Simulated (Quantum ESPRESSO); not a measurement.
**GaN (F-43m): from Born charge to LO-TO splitting**

Wanted: the LO mode of GaN (F-43m) from the TO mode and the field response.

Program: Quantum ESPRESSO 7.5. Level of theory: DFT LDA, scalar-relativistic, plane waves, PseudoDojo norm-conserving pseudopotentials. Results are calculated unless marked as measured.

## Step 1: The relaxed structure

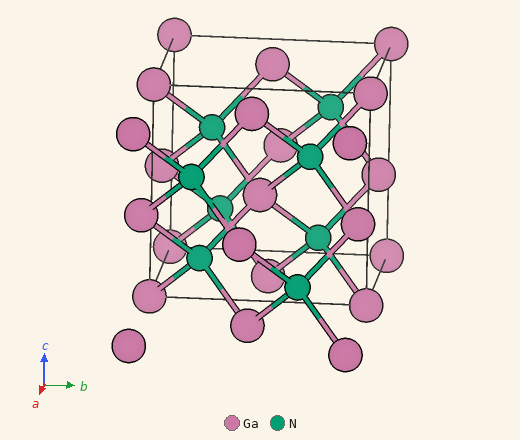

The cell as given, slightly off an axis (gallium pink, nitrogen teal). 2×1×1 cells are drawn. This picture shows the conventional cell, with its axes. Bonds to atoms that aren't drawn are left out. Some periodic images of atoms are drawn too.

This is the cell after its relaxation at this level of theory, not the database cell from which that began.

## Step 2: What the response run gave

A linear-response run on the relaxed cell, with the response to an electric field; only its zone-centre results are used. Cutoff 92 Ry, k mesh 12×12×12.

Log:

```text
[banners, grids, parts of the stress and lines that vanish by symmetry left out]
Program PHONON v.7.5
     Reading xml data from directory:

[...]
Exchange-correlation= PW
                           (   1   4   0   0   0   0   0)
[...]
kinetic-energy cut-off    =      92.0000  Ry
     charge density cut-off    =     368.0000  Ry
     convergence threshold     =      1.0E-18
[...]
Exchange-correlation= PW
                           (   1   4   0   0   0   0   0)
[...]
q = (   0.0000000   0.0000000   0.0000000 )
     25 Sym.Ops. (with q -> -q+G )
     G cutoff =  660.0200  (  17933 G-vectors)     FFT grid: ( 40, 40, 40)
     number of k points=    72
[...]
Mode symmetry, T_d (-43m)  point group:
[...]
Dielectric constant
[...]
End of electric fields calculation
          Dielectric constant in cartesian axis
          (       5.764066930       0.000000000       0.000000000 )
          (       0.000000000       5.764066930      -0.000000000 )
          (       0.000000000      -0.000000000       5.764066930 )
          Effective charges (d Force / dE) in cartesian axis without acoustic sum rule applied (asr)
           atom    1  Ga    Mean Z*:        2.64527
      Ex  (        2.64527        0.00000        0.00000 )
      Ey  (        0.00000        2.64527        0.00000 )
      Ez  (       -0.00000        0.00000        2.64527 )
           atom    2  N     Mean Z*:       -2.64579
      Ex  (       -2.64579       -0.00000       -0.00000 )
      Ey  (       -0.00000       -2.64579        0.00000 )
      Ez  (       -0.00000        0.00000       -2.64579 )
          Effective charges Sum: Mean:       -0.00052
[...]
Effective charges (d Force / dE) in cartesian axis with asr applied:
           atom    1  Ga    Mean Z*:        2.64553
[...]
atom    2  N     Mean Z*:       -2.64553
[...]
Representation #   1 modes #   1   2   3
[...]
End of self-consistent calculation
     Convergence has been achieved
     Representation #   2 modes #   4   5   6
[...]
End of self-consistent calculation
     Convergence has been achieved
[...]
Dielectric constant in cartesian axis
          (       5.764066930       0.000000000       0.000000000 )
          (       0.000000000       5.764066930      -0.000000000 )
          (       0.000000000      -0.000000000       5.764066930 )
          Effective charges (d Force / dE) in cartesian axis without acoustic sum rule applied (asr)
           atom    1  Ga    Mean Z*:        2.64527
      Ex  (        2.64527        0.00000        0.00000 )
      Ey  (        0.00000        2.64527        0.00000 )
      Ez  (       -0.00000        0.00000        2.64527 )
           atom    2  N     Mean Z*:       -2.64579
      Ex  (       -2.64579       -0.00000       -0.00000 )
      Ey  (       -0.00000       -2.64579        0.00000 )
      Ez  (       -0.00000        0.00000       -2.64579 )
          Effective charges Sum: Mean:       -0.00052
[...]
Effective charges (d Force / dE) in cartesian axis with asr applied:
           atom    1  Ga    Mean Z*:        2.64553
[...]
atom    2  N     Mean Z*:       -2.64553
[...]
q = (    0.000000000   0.000000000   0.000000000 )
[...]
freq (    1) =       0.042049 [THz] =       1.402592 [cm-1]
     freq (    2) =       0.042049 [THz] =       1.402592 [cm-1]
     freq (    3) =       0.042049 [THz] =       1.402592 [cm-1]
     freq (    4) =      16.606316 [THz] =     553.927065 [cm-1]
     freq (    5) =      16.606316 [THz] =     553.927065 [cm-1]
     freq (    6) =      16.606316 [THz] =     553.927065 [cm-1]
[...]
Mode symmetry, T_d (-43m)  point group:
     freq (   1-   3) =          1.4  [cm-1]   --> T_2  G_15 P_4   I+R
     freq (   4-   6) =        553.9  [cm-1]   --> T_2  G_15 P_4   I+R

   JOB DONE.
```

```
                       quantity   value
             cell volume Ω (Å³)  22.072
                 mass of Ga (u)  69.723
                  mass of N (u)  14.007
     Born charge of Ga, raw (e)   2.645
      Born charge of N, raw (e)  -2.646
                             ε∞   5.764
ω(TO) after the sum rule (cm⁻¹)   553.9
```

## Step 3: The calculation

The charges must sum to zero over the cell; taking off their mean, 0.000 e, leaves Z* = 2.646 e on Ga. In the polar mode Ga moves against N, so the reduced mass is μ = 69.72 × 14.01 / 83.73 = 11.664 u.

A longitudinal wave builds up a field that adds to the restoring force: ω(LO)² = ω(TO)² + 4π Z*² / (μ Ω ε∞), in Hartree atomic units. With μ = 21262 electron masses and Ω = 148.95 bohr³ the second term is 4.8180e-06 Ha², or 232079 cm⁻² (1 Ha = 219474.6 cm⁻¹).

So ω(LO) = √(306827 + 232079) = 734.1 cm⁻¹, and by the Lyddane-Sachs-Teller relation ε₀ = ε∞ (ω(LO)/ω(TO))² = 10.12.

## Step 4: Check against the program

The analysis program adds the same non-analytic term to the full matrix, here for q along (1 0 0).

Log:

```text
[banner, memory and clock lines left out]
Program DYNMAT v.7.5

     Reading Dynamical Matrix from file g.dyn
     ...Force constants read
     ...epsilon and Z* read

     Polarizability (A^3 units)
     multiply by 0.386395 for Clausius-Mossotti correction
         8.367871    0.000000    0.000000
         0.000000    8.367871   -0.000000
         0.000000   -0.000000    8.367871

     IR activities are in (D/A)^2/amu units

# mode   [cm-1]    [THz]      IR
    1     -0.00   -0.0000    0.0000
    2     -0.00   -0.0000    0.0000
    3      0.00    0.0000    0.0000
    4    553.92   16.6061   13.8438
    5    553.92   16.6061   13.8438
    6    734.10   22.0078   13.8438
```

ε₀ comes from the program's run without a direction of q.

```
    quantity  by hand  program
ω(LO) (cm⁻¹)    734.1    734.1
          ε₀    10.12    10.12
```

## Step 5: Summary of results

| Quantity | Value |
| --- | --- |
| TO mode | 553.9 cm⁻¹ |
| LO mode | 734.1 cm⁻¹ |
| static dielectric constant | 10.12 |

**Reading.** The LO mode of GaN (F-43m) lies at 734 cm⁻¹, 180 cm⁻¹ above the TO mode; the formula meets the program within 0.1 cm⁻¹, as it must for a cubic crystal with one polar mode. ω(LO)² − ω(TO)² goes with Z*²/ε∞: an error of 5 % in ε∞ would move the LO mode by 7.6 cm⁻¹, and semilocal functionals tend to overestimate ε∞. These are harmonic values at zero temperature, at the volume of this functional, for the structure held cubic; stability elsewhere in the zone is no part of this calculation.

[Host names and launcher messages were left out of these logs when they were recorded.]

[Logs are printed without paths, hosts, clocks, repeated set-up lines and the standing remarks that a program may print on its own settings, such as how far it seeks lower states.]

[Hosts, paths, dates, database ids (printed as entryN), source tags and the programs' standing remarks are cut or masked in the printed files.]
